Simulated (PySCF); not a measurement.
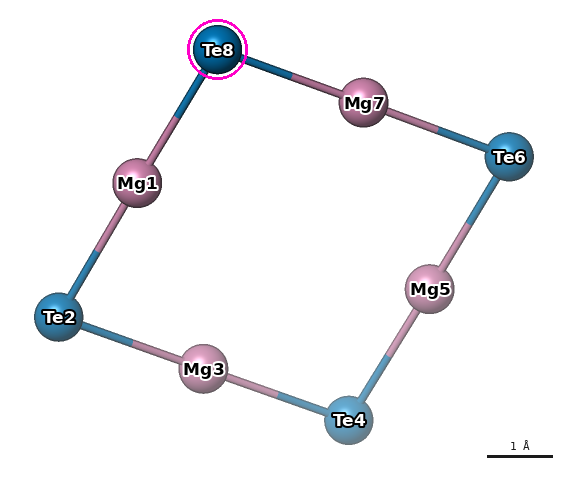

Orthographic view. Atoms fade into the background with distance from the viewer. The computed structure is the end point of a PBE0-D3(BJ)/def2-SVP optimisation. No frequency run is at hand to confirm it as a minimum.

Question: Name the neighbours of the circled atom.

Answer: The circled atom is Te8; it is bonded to Mg1, Mg7.

Question: Which atom is nearest the viewer?

Answer: Te8, 2.1 Å in front of the mean position.

Question: Which atom is farthest from the viewer?

Answer: Te4, 2.1 Å behind the mean position.

Question: What is the shortest path along bonds from the circled atom to Mg5?

Answer: Te8–Mg7–Te6–Mg5, 3 bonds; through space the two are 5.85 Å apart.
